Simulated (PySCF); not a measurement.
# GaHBrF (SMILES [F][GaH][Br]) at 6 levels

Aim: a comparison of 6 runs (HF/STO-3G, TPSS/3-21G, B3LYP/6-31G*, TPSS/6-31G**, B2PLYP/def2-TZVP, PBE0/def2-TZVP) of GaHBrF. 

Program for the calculation: PySCF 2.14.0.

**1. The structure to begin with**

GaHBrF has 4 atoms, charge 0, and is taken as a singlet. As SMILES, `[F][GaH][Br]`. Geometry: relaxed at PBE0-D4/def2-TZVP.

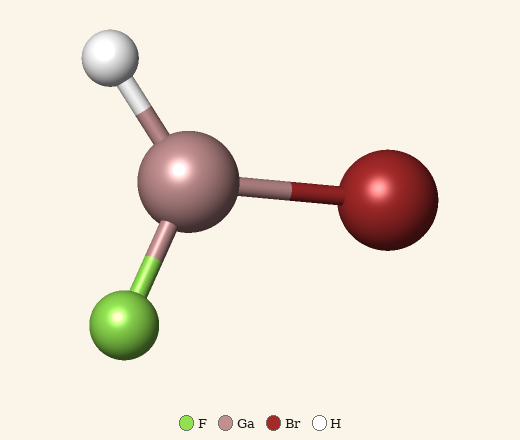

The structure, seen from a chosen angle (fluorine green, gallium pink, bromine red, hydrogen white).

**2. Energy and gradient at HF/STO-3G (run 1)**

job.py reads:

```python
import pyscf.grad
from pyscf import gto, scf

system = gto.Mole()
system.atom = [
    ('F', (-1.669900, -0.445200, 0.074400)),
    ('Ga', (-0.035400, 0.145800, -0.083200)),
    ('Br', (1.531000, -1.293300, 0.695900)),
    ('H', (0.229800, 1.532300, -0.707300)),
]
system.spin = 0
system.verbose = 3
system.basis = 'sto-3g'
system.max_memory = 1860
system.build()

mf = scf.RHF(system)
mf.conv_tol = 1e-10
mf.kernel()
if not mf.converged:
    mf = mf.newton().run(mf.mo_coeff, mf.mo_occ)

e_tot = mf.e_tot
print('Final energy', e_tot)
grad = mf.Gradients().kernel()
dip = mf.dip_moment()
pop, q = mf.mulliken_pop()
```

Command:

```console
OMP_NUM_THREADS=1 python job.py
```

Output:

```text
converged SCF energy = -4544.22665607374
Final energy -4544.226656073743
--------------- RHF gradients ---------------
         x                y                z
0 F    -0.0665179829    -0.0212600148     0.0051194887
1 Ga     0.0279736637    -0.0115279536     0.0073371361
2 Br     0.0272453463    -0.0212692722     0.0118069997
3 H     0.0112989729     0.0540572406    -0.0242636245
----------------------------------------------
Dipole moment(X, Y, Z, Debye): -0.33323,  1.37599, -0.66197
 ** Mulliken pop  **
pop of  0 F 1s            1.99918
pop of  0 F 2s            1.95555
pop of  0 F 2px           1.57408
pop of  0 F 2py           1.88485
pop of  0 F 2pz           1.86815
pop of  1 Ga 1s           1.99999
pop of  1 Ga 2s           1.99923
pop of  1 Ga 3s           1.99834
pop of  1 Ga 4s           1.10058
pop of  1 Ga 2px          1.99962
pop of  1 Ga 2py          1.99962
pop of  1 Ga 2pz          1.99958
pop of  1 Ga 3px          1.98250
pop of  1 Ga 3py          1.98292
pop of  1 Ga 3pz          1.97891
pop of  1 Ga 4px          0.56458
pop of  1 Ga 4py          0.68108
pop of  1 Ga 4pz          0.36754
pop of  1 Ga 3dxy         1.95533
pop of  1 Ga 3dyz         1.92518
pop of  1 Ga 3dz^2        1.94187
pop of  1 Ga 3dxz         1.98905
pop of  1 Ga 3dx2-y2      1.95931
pop of  2 Br 1s           2.00000
pop of  2 Br 2s           1.99979
pop of  2 Br 3s           1.99958
pop of  2 Br 4s           1.96209
pop of  2 Br 2px          1.99990
pop of  2 Br 2py          1.99991
pop of  2 Br 2pz          1.99995
pop of  2 Br 3px          1.99463
pop of  2 Br 3py          1.99526
pop of  2 Br 3pz          1.99736
pop of  2 Br 4px          1.69225
pop of  2 Br 4py          1.72297
pop of  2 Br 4pz          1.83834
pop of  2 Br 3dxy         1.99936
pop of  2 Br 3dyz         1.99981
pop of  2 Br 3dz^2        1.99985
pop of  2 Br 3dxz         1.99977
pop of  2 Br 3dx2-y2      1.99988
pop of  3 H 1s            1.09225
 ** Mulliken atomic charges  **
charge of    0F =     -0.28182
charge of    1Ga =      0.57476
charge of    2Br =     -0.20070
charge of    3H =     -0.09225
```

Wall time 2.5 s (1 thread of Intel Xeon at 2.70GHz, shared host); peak memory 0.12 GiB.

**3. Energy and gradient at TPSS/3-21G (run 2)**

run.py reads:

```python
from pyscf import gto, dft

molecule = gto.M(
    atom='''
F     -3.155654    -0.841306     0.140596
Ga    -0.066896     0.275522    -0.157225
Br     2.893171    -2.443983     1.315060
H      0.434259     2.895627    -1.336603
''',
    max_memory=1860,
    spin=0,
    basis='3-21g',
    unit='bohr',
    verbose=4,
)

ks = dft.RKS(molecule)
ks.xc = 'tpss'
ks.conv_tol = 1e-10
ks.grids.level = 5
ks.kernel()
if not ks.converged:
    ks = ks.newton().run(ks.mo_coeff, ks.mo_occ)

etot = ks.e_tot
print('Final energy', etot)
grad = ks.nuc_grad_method().kernel()
ks.analyze()
```

Command:

```console
OMP_NUM_THREADS=1 python run.py
```

Output:

```text
PySCF version 2.14.0

[... 91 lines left out ...]
Two-electron Coulomb Energy =         2388.123759709286333
[... 9 lines left out ...]
MO #7   energy= -45.2427855525492  occ= 2
[... 7 lines left out ...]
MO #15  energy= -6.18630694838184  occ= 2
[... 7 lines left out ...]
MO #23  energy= -2.33067751198627  occ= 2
[... 7 lines left out ...]
MO #31  energy= -0.631945092423093 occ= 2
[... 7 lines left out ...]
MO #39  energy= -0.0689562668457699 occ= 0
[... 7 lines left out ...]
MO #47  energy= 0.607490343315892  occ= 0
[... 7 lines left out ...]
MO #55  energy= 3.17047859279242   occ= 0
[... 62 lines left out ...]
Dipole moment(X, Y, Z, Debye):  0.28110,  1.54992, -0.69886
```

Run time: 17 s. Hardware: 1 thread of Intel Xeon at 2.70GHz, shared host; peak memory 0.56 GiB.

Run 3 isn't shown in full; the table further down has it.

**4. Energy and gradient at TPSS/6-31G(d,p) (spherical functions) (run 4)**

run.py reads:

```python
import pyscf.grad
from pyscf import gto, dft

molecule = gto.M(
    atom='''
F     -1.669900    -0.445200     0.074400
Ga    -0.035400     0.145800    -0.083200
Br     1.531000    -1.293300     0.695900
H      0.229800     1.532300    -0.707300
''',
    verbose=4,
    charge=0,
    spin=0,
    basis='6-31g**',
    max_memory=1860,
)

mf = dft.RKS(molecule, xc='tpss')
mf.conv_tol = 1e-10
mf.grids.level = 5
mf.kernel()
if not mf.converged:
    mf = mf.newton().run(mf.mo_coeff, mf.mo_occ)

energy = mf.e_tot
print('E(%s) = %.9f' % ('TPSS', energy))
grad = mf.Gradients().kernel()
mf.analyze()
```

Command:

```console
OMP_NUM_THREADS=1 python run.py
```

Output:

```text
PySCF version 2.14.0

[... 91 lines left out ...]
Total Energy =                       -4598.859796062102760
[... 12 lines left out ...]
MO #6   energy= -55.7909883617984  occ= 2
[... 10 lines left out ...]
MO #17  energy= -3.70649654573135  occ= 2
[... 10 lines left out ...]
MO #28  energy= -0.786114395334577 occ= 2
[... 10 lines left out ...]
MO #39  energy= -0.0805116895301801 occ= 0
[... 10 lines left out ...]
MO #50  energy= 0.337296613253678  occ= 0
[... 10 lines left out ...]
MO #61  energy= 1.05753294993051   occ= 0
[... 10 lines left out ...]
MO #72  energy= 2.28685070695723   occ= 0
[... 10 lines left out ...]
MO #83  energy= 4.83917485710598   occ= 0
[... 90 lines left out ...]
Dipole moment(X, Y, Z, Debye):  0.73196,  1.49594, -0.64169
```

Wall time 38 s (1 thread of Intel Xeon at 2.70GHz, shared host); peak memory 0.82 GiB.

Run 5 isn't shown in full; the table further down has it.

**5. Energy and gradient at PBE0/def2-TZVP (run 6)**

input.py reads:

```python
import pyscf.grad
from pyscf import gto, dft

system = gto.Mole()
system.atom = '''
F     -3.155654    -0.841306     0.140596
Ga    -0.066896     0.275522    -0.157225
Br     2.893171    -2.443983     1.315060
H      0.434259     2.895627    -1.336603
'''
system.basis = 'def2-tzvp'
system.max_memory = 1860
system.verbose = 3
system.charge = 0
system.unit = 'bohr'
system.spin = 0
system.build()

mf = dft.RKS(system, xc='pbe0')
mf.grids.level = 5
mf.conv_tol = 1e-10
mf.kernel()
if not mf.converged:
    mf = mf.newton().run(mf.mo_coeff, mf.mo_occ)

etot = mf.e_tot
print('Final energy', etot)
grad = mf.Gradients().kernel()
mf.analyze()
```

Command:

```console
OMP_NUM_THREADS=1 python input.py
```

Output:

```text
converged SCF energy = -4598.94707013717
[... 13 lines left out ...]
MO #5   energy= -56.4373275012337  occ= 2
[... 15 lines left out ...]
MO #21  energy= -2.67799233639891  occ= 2
[... 15 lines left out ...]
MO #37  energy= -0.3318606069832   occ= 2
[... 15 lines left out ...]
MO #53  energy= 0.327166416030657  occ= 0
[... 15 lines left out ...]
MO #69  energy= 0.902068565070506  occ= 0
[... 15 lines left out ...]
MO #85  energy= 1.56653395638605   occ= 0
[... 15 lines left out ...]
MO #101 energy= 2.35408775597289   occ= 0
[... 15 lines left out ...]
MO #117 energy= 4.14846496503198   occ= 0
[... 15 lines left out ...]
MO #133 energy= 56.896713473551    occ= 0
[... 5 lines left out ...]
Dipole moment(X, Y, Z, Debye):  1.00946,  1.60750, -0.67365
```

Wall time 57 s (1 thread of Intel Xeon at 2.70GHz, shared host); peak memory 1.4 GiB.

**6. All runs side by side**

```
run                               level  integration grid      task   energy (Eh)  dipole moment (D)  HOMO energy (eV)  LUMO energy (eV)  wall time
  1                           HF/STO-3G                 –  gradient  -4544.226656               1.56             -7.86              4.69      2.5 s
  2                          TPSS/3-21G                 5  gradient  -4577.001394               1.72             -7.24             -1.88       17 s
  3  B3LYP/6-31G* (spherical functions)                 5  gradient  -4599.026305               1.94             -8.40             -1.82       28 s
  4  TPSS/6-31G** (spherical functions)                 5  gradient  -4598.859796               1.78             -7.50             -2.19       38 s
  5                    B2PLYP/def2-TZVP                 5    energy  -4598.795276               2.12             -9.86             -0.63       27 s
  6                      PBE0/def2-TZVP                 5  gradient  -4598.947070               2.01             -8.78             -1.62       57 s
```

**7. Results**

| quantity | value |
| --- | --- |
| run 6: total energy | -4598.94707 Eh |
| run 6: dipole moment | 2.01 D |
| run 6: HOMO energy | -8.78 eV |
| run 6: LUMO energy | -1.62 eV |
| run 6: HOMO–LUMO gap | 7.16 eV |
| run 6: largest force on an atom | 0.010 eV/Å |

In words: The dipole moment (its size) runs from 1.56 D (HF/STO-3G) to 2.12 D (B2PLYP/def2-TZVP). The two ends differ in method and basis. A double hybrid's value is that of its SCF part. The HOMO–LUMO gap runs from 5.31 eV (TPSS/6-31G**) to 12.55 eV (HF/STO-3G). Totals of different functionals can't be ranked against each other. In run 1 the basis is minimal, so the values are rough. All runs together took 2.8 min, the longest 57 s.
